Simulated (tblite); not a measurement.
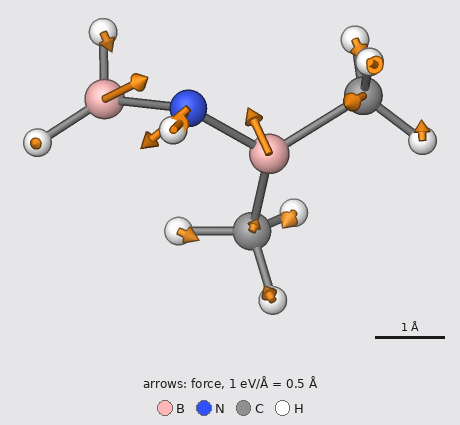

Starting geometry of C2H9B2N with the computed forces as orange arrows. The picture is a ball-and-stick view, seen at a tilt.

Theory: GFN2-xTB geometry optimisation, gas phase (tblite). 

### Is this structure relaxed? If not, where do the atoms go?

It isn't relaxed: the largest force vector, on a B atom, is 2.01 eV/Å. The final displacements have little in common with the starting forces (cosine between the two patterns 0.26). Over 78 geometry steps the energy falls by 36.6 kcal/mol. The largest move after the best rigid fit is that of an H atom, 2.08 Å. By element the largest moves are H 2.08 Å, B 0.44 Å, N 0.40 Å, C 0.36 Å. Among the contacts that change: B–N 1.512 → 1.404 Å, B–N 1.485 → 1.424 Å, H–N 1.046 → 1.013 Å, B–C 1.609 → 1.581 Å. Among the angles between lasting bonds that change: B–N–B 115.1° → 131.8°, H–C–H 113.9° → 106.4°, B–C–H 106.8° → 113.3°. Cost: 0.33 s on 1 thread of Arm Neoverse V1, on a shared host.
